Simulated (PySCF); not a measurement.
# One shape, several levels: B2 (SMILES B#B)

Wanted: a comparison of 6 runs (UB2PLYP/6-31G, UM06-2X/6-31G, UPBE/6-31G, USVWN5/6-31G, ROCCSD(T)/6-31G, FCI/6-31G) of B2. The job is set up through a Python script.

Program for the calculation: PySCF 2.14.0.

9 further runs of the same task are left out: 9 set aside as unsound or not needed.

## (1) The molecule

B2: 2 atoms, total charge 0, spin state triplet. SMILES: `B#B`. The B1–B2 distance was set to 2.529 Å, away from the relaxed value.

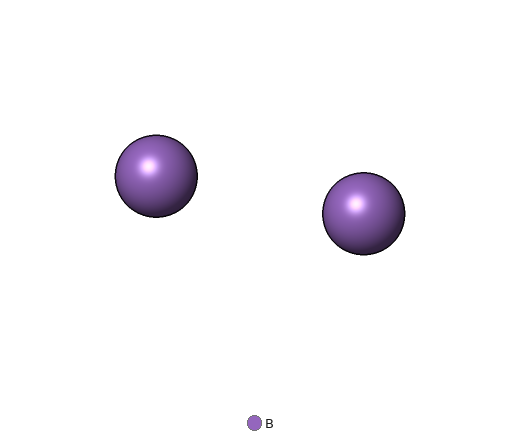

The structure, seen from a chosen angle (boron purple).

## (2) A single-point energy at UB2PLYP/6-31G (run 1)

Contents of job.py:

```python
from pyscf import gto, dft, mp

molecule = gto.M(
    atom='''
B        0.000000       0.000000      -1.124080
B        0.000000       0.000000       1.405120
''',
    spin=2,
    verbose=4,
    basis='6-31g',
    max_memory=1860,
)

mf = dft.UKS(molecule)
mf.xc = '0.53*HF + 0.47*B88, 0.73*LYP'
mf.conv_tol = 1e-10
mf.grids.level = 5
mf.kernel()
if not mf.converged:
    mf = mf.newton().run(mf.mo_coeff, mf.mo_occ)

pt = mp.MP2(mf, frozen=2).run()
e_final = mf.e_tot + 0.27 * pt.e_corr
print('PT2 part  %.8f' % (0.27 * pt.e_corr))
print('Final energy', e_final)
```

Launch:

```sh
$ OMP_NUM_THREADS=1 python job.py
```

Log:

```text
PySCF version 2.14.0

[... 51 lines left out ...]
[... the frontier-level lines of each cycle are left out ...]
[... 3 lines left out ...]
[... 34 lines left out ...]
converged SCF energy = -49.2434401754549  <S^2> = 2.0225456  2S+1 = 3.014993
[... 1 line left out ...]
******** <class 'pyscf.mp.ump2.UMP2'> ********
nocc = (np.int64(4), np.int64(2)), nmo = (16, 16)
frozen orbitals 2
E(UMP2) = -49.3456607457579  E_corr = -0.102220570303057
E(SCS-UMP2) = -49.3420247147164  E_corr = -0.0985845392615437
E_corr(same-spin) = -0.0277847828101439
E_corr(oppo-spin) = -0.0744357874929131
PT2 part  -0.02759955
Final energy -49.27103972943671
```

It took 1.7 s on 1 thread of Arm Neoverse V2, shared host; peak memory 0.17 GiB.

## (3) The energy at UM06-2X/6-31G (run 2)

Contents of calc.py:

```python
from pyscf import gto, dft

mol = gto.M(
    atom='''
B    0.000000   0.000000  -1.124080
B    0.000000   0.000000   1.405120
''',
    verbose=4,
    spin=2,
    charge=0,
    basis='6-31g',
    max_memory=1860,
)

mf = dft.UKS(mol, xc='m06-2x')
mf.conv_tol = 1e-10
mf.grids.level = 5
mf.kernel()
if not mf.converged:
    mf = mf.newton().run(mf.mo_coeff, mf.mo_occ)

e_final = mf.e_tot
print(f'total energy: {e_final:.8f} hartree')
```

Launch:

```sh
$ OMP_NUM_THREADS=1 python calc.py
```

Log:

```text
PySCF version 2.14.0

[... 50 lines left out ...]
[... the frontier-level lines of each cycle are left out ...]
[... 3 lines left out ...]
[... 34 lines left out ...]
converged SCF energy = -49.3212067113954  <S^2> = 2.0077903  2S+1 = 3.005189
total energy: -49.32120671 hartree
```

Wall time 2.5 s (1 thread of Arm Neoverse V2, shared host); peak memory 0.19 GiB.

Runs 3 to 4 aren't shown in full; the table further down has their settings and results.

## (4) A single-point energy at ROCCSD(T)/6-31G (run 5)

Contents of mol.xyz:

```xyz
2
B2
B      0.000000     0.000000    -1.124080
B      0.000000     0.000000     1.405120
```

Contents of input.py:

```python
from pyscf import gto, cc

mol = gto.M(
    atom='mol.xyz',
    charge=0,
    basis='6-31g',
    verbose=3,
    spin=2,
    max_memory=1860,
)

myscf = mol.ROHF()
myscf.conv_tol = 1e-10
myscf.kernel()
if not myscf.converged:
    myscf = myscf.newton().run(myscf.mo_coeff, myscf.mo_occ)

mycc = cc.CCSD(myscf, frozen=2)
mycc.kernel()
e_t = mycc.ccsd_t()
energy = mycc.e_tot + e_t
print(f'total energy: {energy:.8f} hartree')
```

Launch:

```sh
$ OMP_NUM_THREADS=1 python input.py
```

Log:

```text
converged SCF energy = -49.032698823916

WARN: RCCSD method does not support ROHF method. ROHF object is converted to UHF object and UCCSD method is called.

E(UCCSD) = -49.1520249955035  E_corr = -0.119326171587505
UCCSD(T) correction = -0.00491990707296648
total energy: -49.15694490 hartree
```

Run time: 0.66 s. Hardware: 1 thread of Arm Neoverse V2, shared host; peak memory 0.12 GiB.

## (5) A single-point energy at FCI/6-31G (run 6)

Contents of run.py:

```python
from pyscf import gto, mcscf

mol = gto.M(
    atom='B 0.000000 0.000000 -1.124080; B 0.000000 0.000000 1.405120',
    verbose=3,
    max_memory=1860,
    basis='6-31g',
    spin=2,
)

myscf = mol.ROHF()
myscf.conv_tol = 1e-10
myscf.kernel()
if not myscf.converged:
    myscf = myscf.newton().run(myscf.mo_coeff, myscf.mo_occ)

cas = mcscf.CASCI(myscf, myscf.mo_coeff.shape[-1] - 2, (mol.nelec[0] - 2, mol.nelec[1] - 2))  # full CI above the frozen core
cas.fix_spin_(ss=2.0)
cas.kernel()
energy = cas.e_tot
print(f'total energy: {energy:.8f} hartree')
```

Launch:

```sh
$ OMP_NUM_THREADS=1 python run.py
```

Log:

```text
converged SCF energy = -49.032698823916
CASCI E = -49.1601751590119  E(CI) = -7.07593254862995  S^2 = 2.0000000
total energy: -49.16017516 hartree
```

Run time: 14 s. Hardware: 1 thread of Arm Neoverse V2, shared host; peak memory 0.17 GiB.

## (6) Overview of the runs

| run | level | frozen core orbitals | integration grid | energy (Eh) | dipole moment (D) of the reference | HOMO energy (eV) | LUMO energy (eV) | wall time |
| --- | --- | --- | --- | --- | --- | --- | --- | --- |
| 1 | UB2PLYP/6-31G | 2 | 5 | -49.271040 | 0.00 | -5.44 | -1.31 | 1.7 s |
| 2 | UM06-2X/6-31G | – | 5 | -49.321207 | 0.00 | -5.47 | -1.89 | 2.5 s |
| 3 | UPBE/6-31G | – | 5 | -49.263949 | 0.00 | -4.24 | -3.95 | 1.5 s |
| 4 | USVWN5/6-31G | – | 5 | -48.759545 | 0.00 | -4.27 | -4.19 | 1.1 s |
| 5 | ROCCSD(T)/6-31G | 2 | – | -49.156945 | 0.00 | – | – | 0.66 s |
| 6 | FCI/6-31G | 2 | – | -49.160175 | 0.00 | – | – | 14 s |

## (7) Results

| quantity | value |
| --- | --- |
| run 6: total energy | -49.16018 Eh |
| run 6: dipole moment (Hartree–Fock density) | 0.00 D |
| run 6: correlation energy (2 core orbitals frozen) | -127.5 mEh |

**Reading.** Against full CI in this basis: ROCCSD(T) +3.2 mEh. Totals of different functionals can't be ranked against each other. All runs together took 22 s, the longest 14 s.
